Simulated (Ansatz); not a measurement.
# From PBE to G0W0: SiO2 (P3_221), part 2 of 2

How far does one-shot GW move the PBE gap of SiO2 (P3_221)?

Ansatz 0.2.0; PBE, then G0W0 on it, plane waves, PAW. Known limits of the many-body steps: finite bands, screening cutoff and k mesh; no spin-orbit coupling in G0W0.

So far. Step 2 (Bands along the symmetry lines): Over mesh and path the gap is 5.993 eV, from k = (0.333, 0.333, 0.000) to k = Γ. The least direct gap found is 6.286 eV, at k = (0.000, 0.000, 0.050).

In doubt: masses and optical values from hybrid runs of this build are listed as unsure (in some of the runs), which bears on the screening that GW takes from such a start.

**3. G0W0 on the 6×6×4 mesh**

G0W0 replaces the xc potential by a self-energy built once from the orbitals of the start. Levels are corrected in the window of bands that the input names, at points of the mesh.

This step: G0W0 on PBE, plane waves, PAW; PAW set soft_1.

input.yaml

```yaml
crystal:
  lattice:
    - [4.91636, 0.0, 0.0]
    - [-2.45818, 4.2576926541, 0.0]
    - [0.0, 0.0, 5.4084]
  atoms:
    - { symbol: Si, position: [0.46973, 0.0, 0.6666666667] }
    - { symbol: Si, position: [0.0, 0.46973, 0.3333333333] }
    - { symbol: Si, position: [0.53027, 0.53027, 0.0] }
    - { symbol: O, position: [0.41354, 0.26758, 0.78558] }
    - { symbol: O, position: [0.73242, 0.14596, 0.4522466667] }
    - { symbol: O, position: [0.85404, 0.58646, 0.1189133333] }
    - { symbol: O, position: [0.26758, 0.41354, 0.21442] }
    - { symbol: O, position: [0.14596, 0.73242, 0.5477533333] }
    - { symbol: O, position: [0.58646, 0.85404, 0.8810866667] }
kpoints:
  mp_grid: { grid: [6, 6, 4] }
hamiltonian:
  xc: pbe
  pseudopotentials: { kind: paw, azcp: { folder: soft_1 } }
scf:
  occupations: { method: fixed }
gw:
  n_empty_bands: 620
  ecut_chi: 180.0
  qp_bands: [v3, c3]
  qp_kpoints: band_edges
  screening: { model: contour_deformation }
```

The run is started by

```sh
> ansatz run input.yaml --threads 3 --pin off --max-ram 92160MiB --backend cuda --events-out ev --progress --plain --runs-dir out --devices 1 --max-vram 13GiB
```

Numbers of over 12 decimals in the logs are rounded to 6 here.

The program printed:

```text
GPUs: using 1 of 1 available (devices: 1).
[...]
GPU FFT provider: cuFFT
GPU libraries: cuBLAS 13.8.2, cuFFT 12.4.0, cuSOLVER 12.3.4
Crystal: 9 atoms, lattice volume = 113.211 Å³
Basis set: ecut = 420 eV, 2209 PW (Γ)
Bands: 33, of which v1, the nominal top of the filled ones, is band 24 counted from 1 (23 counted from 0)
Symmetry: 6 space group operations
[...]
k-points: 24 of 144 (time reversal used)
[...]
GPU buffer pool allocated for 51840 grid points (all kernels)
[...]
SCF iter   1: F=—  HF=-5327.301246 eV  |F-HF|=—  |Δ(HF+E_count)|=         —  Δρ=1.35e-1  dr2=1.82e1  ethr=3.10e-3  ⟨swp⟩=4.8  Hψ=3624  notcnv=0  defer=143
[...]
SCF iter   8: F=-5322.167110 eV  HF=-5322.167110 eV  |F-HF|=8.16e-9  |Δ(HF+E_count)|=   4.23e-7  Δρ=2.68e-6  dr2=8.08e-9  ethr=2.08e-10  ⟨swp⟩=14.2  Hψ=3991  notcnv=0
SCF 1 converged in 8 iterations: F = -5322.167110 eV  dr2 = 8.08e-9
[...]
NSCF: frozen V_eff on 24 k-points, pencils in batches of 32, up to order 132
the band table was solved once the SCF had ended and its energy, with any forces and stress, was formed, with the checks that follow a solve (3618 applications of the Hamiltonian). They found nothing against the state; the energy, forces and stress were not computed again (output.eigenvalues in the input reference)
[...]
NSCF: frozen V_eff on 24 k-points
G₀W₀ screening: q 1/24
[... further progress lines ...]
SCF converged after 8 iterations
Free energy (F): -5322.167110 eV
[...]
Internal energy: -5322.167110 eV  (E = F + TS)
E sigma→0 (E₀):  -5322.167110 eV
Fermi energy:    2.505009 eV
[...]
--- Band table (eV; the first three rows and the last of 24) ---
  k-point 0: bands = [... 20 lower, 1.5021, 1.8187, 2.1901, 2.1901, 8.4978, 11.8262, 11.8262, 12.2813, ... 5 higher]
  k-point 1: bands = [... 20 lower, 1.4313, 1.9706, 2.2799, 2.4090, 9.0967, 11.6629, 11.7571, 11.7824, ... 5 higher]
  k-point 2: bands = [... 20 lower, 1.3000, 2.2895, 2.2895, 2.4143, 10.4511, 10.4511, 11.5718, 12.2627, ... 5 higher]
  k-point 23: bands = [... 20 lower, 1.5720, 1.7429, 1.9221, 1.9221, 11.5196, 12.3043, 12.3043, 12.6082, ... 5 higher]
--- G₀W₀: contour deformation, 6 samples at zero and on the imaginary axis and 2 off it, 144 q-points, 620 empty bands' worth ---
  eigenvalues of the whole cell's RPA ε∞ on this k-mesh (on a slab, of 1 + 4πα/V) = 2.3343, 2.3343, 2.3656; static W/v taken at q = 0 is 0.426033
  bands read: the sum over 644 bands ends inside a degenerate multiplet in 1 slot, whose members it reads at an even weight; the widest, k=0: bands 644 to 645 (counted from 1) at 1/2 each
  gw.qp_kpoints: band_edges: 23 of 24 stored k-points solved, in 1 pass; an edge of the gap read off the rows below is read off those points alone
    valence top: of the k-points left out ik 23 came nearest to being solved in a further pass, in band 24 (counted from 1, as in the quasiparticle table): it holds the edge there only if its correction is more favourable than any solved in that band by at least 0.583 eV; those differ by 0.054 eV
    conduction bottom: of the k-points left out ik 23 came nearest to being solved in a further pass, in band 25 (counted from 1, as in the quasiparticle table): it holds the edge there only if its correction is more favourable than any solved in that band by at least 3.022 eV; those differ by 0.678 eV
    ik  band        ε_KS         Σx   Σc(E_QP)       V_xc       Z   E_QP_lin       E_QP  E_QP is
     0    22      1.8187   -26.3950     4.1016   -20.3059  0.8040    -0.2027    -0.1687  root
     0    23      2.1901   -26.2848     4.0165   -20.3197  0.8056     0.2101     0.2416  root
     0    24      2.1901   -26.2848     4.0165   -20.3197  0.8056     0.2101     0.2416  root
     0    25      8.4978    -7.8425    -3.4639   -12.4215  0.8661     9.6188     9.6129  root
     0    26     11.8262    -6.6342    -3.9575   -11.9634  0.8587    13.2089    13.1979  root
     0    27     11.8262    -6.6342    -3.9575   -11.9634  0.8587    13.2089    13.1979  root
     1    22      1.9706   -26.5007     4.0879   -20.4459  0.8044    -0.0290     0.0038  root
     1    23      2.2799   -26.5713     4.0558   -20.5773  0.8049     0.3107     0.3418  root
     1    24      2.4090   -26.7446     4.0335   -20.8031  0.8056     0.4715     0.5010  root
     1    25      9.0967    -8.2776    -3.4797   -12.9406  0.8623    10.2868    10.2800  root
     1    26     11.6629    -6.8588    -3.9949   -12.2497  0.8592    13.0703    13.0590  root
     1    27     11.7571    -8.0132    -3.9112   -13.3899  0.8524    13.2356    13.2226  root
     2    22      2.2895   -26.7683     4.0646   -20.7817  0.8049     0.3372     0.3675  root
     2    23      2.2895   -26.7683     4.0646   -20.7817  0.8049     0.3372     0.3675  root
     2    24      2.4143   -26.7572     4.0475   -20.7944  0.8051     0.4691     0.4990  root
     2    25     10.4511    -8.7172    -3.6110   -13.6612  0.8554    11.7938    11.7842  root
     2    26     10.4511    -8.7172    -3.6110   -13.6612  0.8554    11.7938    11.7842  root
     2    27     11.5718    -4.5876    -3.8785    -9.5654  0.8693    12.6779    12.6711  root
     3    22      1.7222   -26.2522     4.1003   -20.1474  0.8041    -0.3171    -0.2823  root
     3    23      2.2444   -26.4902     4.0392   -20.5131  0.8053     0.2755     0.3065  root
     3    24      2.2796   -26.4755     4.0266   -20.5154  0.8055     0.3155     0.3462  root
     3    25      8.9221    -8.1577    -3.4754   -12.7971  0.8634    10.0926    10.0861  root
     3    26     11.8024    -6.9003    -4.0049   -12.3227  0.8581    13.2317    13.2199  root
     3    27     11.8643    -6.8148    -4.0290   -12.2626  0.8580    13.2950    13.2831  root
     4    22      1.8396   -26.3050     4.0845   -20.2325  0.8044    -0.1822    -0.1483  root
     4    23      2.1737   -26.5214     4.0656   -20.5072  0.8046     0.1935     0.2253  root
     4    24      2.4646   -26.8366     4.0382   -20.8983  0.8055     0.5355     0.5646  root
     4    25      9.4385    -8.4286    -3.5236   -13.1814  0.8605    10.6753    10.6677  root
     4    26     11.7348    -6.8342    -4.0040   -12.2420  0.8587    13.1502    13.1386  root
     4    27     11.8707    -7.7704    -3.8667   -13.0539  0.8538    13.2995    13.2875  root
     5    22      2.1731   -26.6330     4.0733   -20.6174  0.8046     0.1995     0.2309  root
     5    23      2.2042   -26.6238     4.0611   -20.6259  0.8049     0.2365     0.2675  root
     5    24      2.3776   -26.7372     4.0421   -20.7794  0.8053     0.4321     0.4620  root
     5    25     10.6359    -8.8678    -3.7018   -13.9642  0.8541    12.0413    12.0305  root
     5    26     10.6944    -8.5777    -3.6539   -13.5768  0.8551    12.0497    12.0397  root
     5    27     11.7356    -5.0292    -3.9209   -10.1219  0.8669    12.9152    12.9074  root
     6    22      1.8643   -26.3531     4.0916   -20.2761  0.8042    -0.1547    -0.1209  root
     6    23      2.2114   -26.4888     4.0490   -20.4953  0.8050     0.2354     0.2668  root
     6    24      2.4245   -26.8125     4.0433   -20.8638  0.8054     0.4898     0.5191  root
     6    25      9.4513    -8.4376    -3.5173   -13.1823  0.8604    10.6864    10.6788  root
[...]
21    22      2.0713   -26.5868     4.0804   -20.5577  0.8043     0.0909     0.1227  root
    21    23      2.0713   -26.5868     4.0804   -20.5577  0.8043     0.0909     0.1227  root
    21    24      2.5050   -26.8388     4.0234   -20.9210  0.8057     0.5819     0.6106  root
    21    25     11.4295    -8.5436    -3.8505   -13.8557  0.8519    12.9038    12.8911  root
    21    26     11.4295    -8.5436    -3.8505   -13.8557  0.8519    12.9038    12.8911  root
    21    27     11.9267    -8.6560    -3.8016   -13.9434  0.8498    13.4259    13.4125  root
    22    22      1.9577   -26.4418     4.0704   -20.4060  0.8046    -0.0403    -0.0077  root
    22    23      1.9965   -26.5589     4.0805   -20.5248  0.8042     0.0109     0.0430  root
    22    24      2.3069   -26.5837     4.0329   -20.6233  0.8055     0.3491     0.3795  root
    22    25     11.4367    -9.8986    -4.1449   -15.7698  0.8468    13.1813    13.1629  root
    22    26     11.7413    -7.2968    -3.7519   -12.3425  0.8566    13.0450    13.0351  root
    22    27     12.1141    -8.5217    -3.8572   -13.8755  0.8498    13.6245    13.6107  root
```

Wall time 1.8 min (1 × NVIDIA H100 80GB HBM3 (shared by 6 runs) with 3 threads of AMD EPYC 7R13 (Zen 3), shared host); peak memory 3.3 GiB; 3.3 min of CPU time.

This step gave:

```
bands summed                                    : 644
RPA ε∞ on this mesh (eigenvalues)               : 2.334, 2.334, 2.366
plane waves in the screening matrix             : 635
q-points in the mesh                            : 144
G0W0 gap over the corrected points              : 9.002 eV
k of the valence top                            : 0.3333, 0.3333, 0
k of the conduction bottom                      : 0, 0, 0
starting gap on the mesh                        : 5.993 eV
Z at the valence top                            : 0.8057
Z at the conduction bottom                      : 0.8661
least direct G0W0 gap over the corrected points : 9.371 eV
```

Over 23 of 24 irreducible mesh points the G0W0 gap is 9.002 eV, from k = (0.333, 0.333, 0.000) to k = Γ. The PBE gap of this run on the mesh is 5.993 eV. The two states that bound the G0W0 gap lie that far apart at the start, so the correction of the gap is 9.002 − 5.993 = +3.009 eV.

Labels follow the order of the start: v1 is the top filled band, c1 the lowest empty one; levels that stay degenerate share a row, the window can cut a multiplet, doubted levels are not marked in this list, bands outside the window were not corrected, and the list may be a part of the corrected levels. Levels before and after the correction, in eV, zero at the valence-band top of each column:

```csv
,conduction bottom,valence top
Kohn-Sham,5.99,0.00
G0W0,9.00,0.00
```

```csv
,level,occupation,energy (eV)
Kohn-Sham,Γ v3,2,-0.686
Kohn-Sham,Γ v2-v1,2,-0.315
Kohn-Sham,Γ c1,0,5.993
Kohn-Sham,Γ c2-c3,0,9.321
Kohn-Sham,(0.333 0.333 0) v3-v2,2,-0.434
Kohn-Sham,(0.333 0.333 0) v1,2,0.000
Kohn-Sham,(0.333 0.333 0) c1-c2,0,8.924
Kohn-Sham,(0.333 0.333 0) c3,0,9.422
G0W0,Γ v3,2,-0.779
G0W0,Γ v2-v1,2,-0.369
G0W0,Γ c1,0,9.002
G0W0,Γ c2-c3,0,12.587
G0W0,(0.333 0.333 0) v3-v2,2,-0.488
G0W0,(0.333 0.333 0) v1,2,0.000
G0W0,(0.333 0.333 0) c1-c2,0,12.280
G0W0,(0.333 0.333 0) c3,0,12.802
```

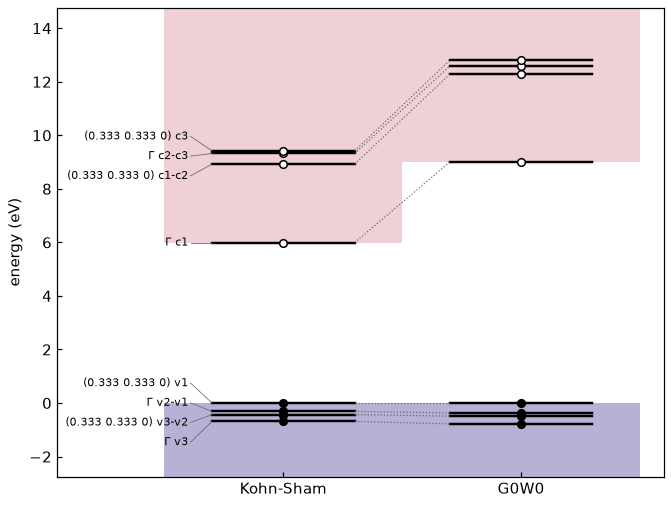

Levels before and after the correction. Shaded: valence and conduction bands. Filled marks are occupied levels, open marks empty ones.

The parts of the quasiparticle energy for the two states that bound the G0W0 gap, in eV on the run's own scale (QP = start + Σx + Σc − Vxc, with Σc at the quasiparticle energy):

```csv
edge,k,band,start,Σx,Σc,Vxc,Z,QP
valence top,"(0.333, 0.333, 0.000)",24,2.505,−26.839,4.023,−20.921,0.806,0.611
conduction bottom,Γ,25,8.498,−7.843,−3.464,−12.421,0.866,9.613
```

**4. The runs together**

Each gap is the least one over the points named; times are wall times on shared hosts, not benchmarks. A G0W0 time includes the run's own self-consistent start. Rows marked * are further runs, not shown as steps, whose inputs differ from the G0W0 step on the same start in the columns given; solver thresholds can differ too.

```csv
level,mesh,"files, cutoff","bands summed, screening",points,gap (eV),valence top,conduction bottom,least direct gap (eV),time
PBE,6×6×4,"soft_1 PAW, 420 eV",-,mesh and path,5.993,"(0.333, 0.333, 0.000)",Γ,6.286,8.5 s
G0W0@PBE*,6×6×4,"soft_1 PAW, 420 eV","126, 54 eV",23 of 24 irreducible mesh points,8.673,"(0.333, 0.333, 0.000)",Γ,9.061,25 s
G0W0@PBE*,6×6×4,"soft_1 PAW, 420 eV","312, 108 eV",23 of 24 irreducible mesh points,8.806,"(0.333, 0.333, 0.000)",Γ,9.187,53 s
G0W0@PBE,6×6×4,"soft_1 PAW, 420 eV","644, 180 eV",23 of 24 irreducible mesh points,9.002,"(0.333, 0.333, 0.000)",Γ,9.371,1.8 min
G0W0@PBE*,3×3×2,"soft_1 PAW, 420 eV","312, 108 eV",5 of 6 irreducible mesh points,8.822,"(0.333, 0.333, 0.000)",Γ,9.202,15 s
G0W0@PBE*,6×6×4,"soft_1 PAW, 420 eV","312, 108 eV, plasmon pole",23 of 24 irreducible mesh points,8.784,"(0.333, 0.333, 0.000)",Γ,9.170,1.8 min
```

**5. Summary of results**

| Quantity | Value |
| --- | --- |
| PBE gap over mesh and path | 5.993 eV, from k = (0.333, 0.333, 0.000) to k = Γ |
| G0W0@PBE gap over 23 of 24 irreducible mesh points | 9.002 eV, from k = (0.333, 0.333, 0.000) to k = Γ |
| GW settings | 6×6×4 mesh, 620 empty bands, screening to 180 eV, PAW set soft_1 files |
| known limits | finite bands, screening cutoff and k mesh; no spin-orbit coupling in G0W0 |

What this shows: Over 23 of 24 irreducible mesh points the G0W0 gap is 9.002 eV, from k = (0.333, 0.333, 0.000) to k = Γ. The PBE gap of this run on the mesh is 5.993 eV. The two states that bound the G0W0 gap lie that far apart at the start, so the correction of the gap is 9.002 − 5.993 = +3.009 eV. The valence state moves by 0.611 − 2.505 = −1.894 eV and the conduction state by 9.613 − 8.498 = +1.115 eV, on the run's own scale; with 126 bands the edge states move by −1.424 and +1.257 eV, so the split between the edges depends on the bands and cutoff. Both edges that PBE shows over mesh and path lie at k points where levels were corrected. Levels at other points were not corrected, so a lower G0W0 gap elsewhere in the zone is not ruled out. From 126 bands and 54 eV to 644 bands and 180 eV the gap moves by 9.002 − 8.673 = +0.329 eV (rung by rung 8.673, 8.806, 9.002 eV); bands and screening cutoff rise together, so their parts are not told apart. A line in one over the bands through the two highest rungs gives 9.002 + (9.002 − 8.806) × 312 / (644 − 312) = 9.186 eV, and through the pair below 8.806 + (8.806 − 8.673) × 126 / (312 − 126) = 8.896 eV. The two differ by 0.290 eV, not under the 0.030 eV asked, so the law does not hold well over these rungs and the limit is not known. With the 3×3×2 mesh in place of the 6×6×4 mesh and all else as in the G0W0@PBE row with 312 bands, the gap differs by 8.822 − 8.806 = +0.016 eV, and that of the start by 5.993 − 5.993 = +0.000 eV. With the plasmon pole model in place of the contour deformation model and all else as in the G0W0@PBE row with 312 bands, the gap differs by 8.784 − 8.806 = −0.022 eV. G0W0 on other starts in this series, not shown as steps and not all at these settings: 9.572 eV on HSE06 (6×6×4, soft_1 PAW, 312 bands, 108 eV) and 9.778 eV on PBE0 (6×6×4, soft_1 PAW, 312 bands, 108 eV). The G0W0 runs are scalar-relativistic. G0W0@PBE runs of this series with other atomic data on the same mesh, not shown as steps, give 8.828 eV (hard PAW, 930 eV, 312 bands, screening to 108 eV; the table's row with the same empty bands and screening cutoff has 8.806 eV); where bands and cutoffs differ too, the part of the files is not isolated.

[Paths, hosts, dates, memory and timing lines, banners, echoed tables and standing remarks are left out of the program output.]

[Logs are printed without paths, hosts, clocks, repeated set-up lines and the standing remarks that a program may print on its own settings, such as how far it seeks lower states.]

[Runs of the session that timed out or met a known fault of the program may be left out.]

[Cells called generated may have been cut or substituted from an entry of the Crystallography Open Database or the Materials Project.]

[Hosts, paths, dates, database ids (printed as entryN), source tags and the programs' standing remarks are cut or masked in the printed files.]

[Where an RPA ε∞ is given, it is that of the G0W0 mesh and is not shown converged in it. Names of k-points follow the symmetry that the program found, which can be lower than the space group named. Band edges on a path are those of the sampled points; other points can move an edge, and change direct to indirect where valleys lie close.]

[Hybrid gaps are those of their k-mesh and are not shown converged in it.]
